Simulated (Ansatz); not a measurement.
The calculation's input:

```
basis:
  gaussian:
    orbitals: def2-TZVPD
crystal:
  periodic: [false, false, false]
  atoms:
    - symbol: B
      position_ang: [0.078957, -0.542973, -0.190335]
    - symbol: B
      position_ang: [0.334987, 0.954657, -1.293885]
    - symbol: B
      position_ang: [2.507559, 0.346408, -0.015968]
    - symbol: Cl
      position_ang: [3.569154, 1.044968, 1.182818]
    - symbol: "N"
      position_ang: [1.094836, 0.638556, 0.050881]
    - symbol: H
      position_ang: [-0.815948, -0.545614, 0.618807]
    - symbol: H
      position_ang: [0.592269, -1.580868, -0.526749]
    - symbol: H
      position_ang: [0.814876, 1.248675, 0.814257]
    - symbol: H
      position_ang: [-0.396638, 1.908319, -1.189663]
    - symbol: H
      position_ang: [-0.508101, -0.086653, -1.304818]
    - symbol: H
      position_ang: [1.000851, 0.809998, -2.288653]
    - symbol: H
      position_ang: [2.949774, -0.360852, -0.874481]
hamiltonian:
  xc: {name: PBE0}
output: {forces: true, orbitals: {seedname: orbitals}}
```

Launched as:

```sh
ansatz run input.yaml --threads 2 --pin off --max-ram 4350MiB --events-out events.jsonl --progress --plain --runs-dir runs
```

Geometry: PBE0-D3(BJ)/def2-SVP.

Computed with isolated molecule in a Gaussian basis; Kohn-Sham density functional theory, functional PBE0 (Ansatz 0.2.0).

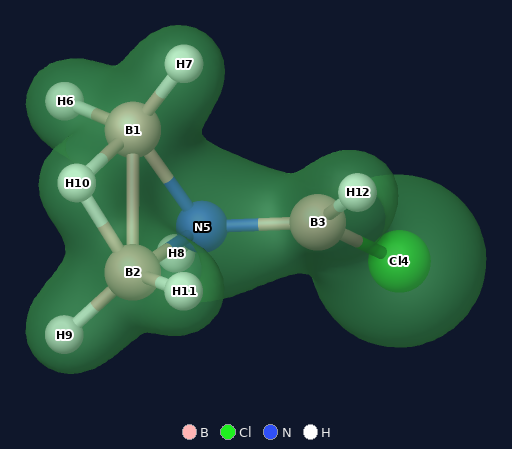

B$_{3}$ClH$_{7}$N. Isosurface of the electron density at 0.4 e/Å³ (green), seen at an oblique angle.

Question: How is the density connected at this value?

Answer: At this value the surface is in one piece. It bridges the sampled B–N (1.44 Å), B–Cl (1.75 Å), B–B (1.88 Å) and N–H (1.02 Å) contacts, where the density stays above the isovalue. On the grid the lowest density along these lines, outside the cores, is 1.4 e/Å³ (B–N, 1.44 Å), 1 e/Å³ (B–Cl, 1.75 Å), 0.64 e/Å³ (B–B, 1.88 Å) and 2.3 e/Å³ (N–H, 1.02 Å).
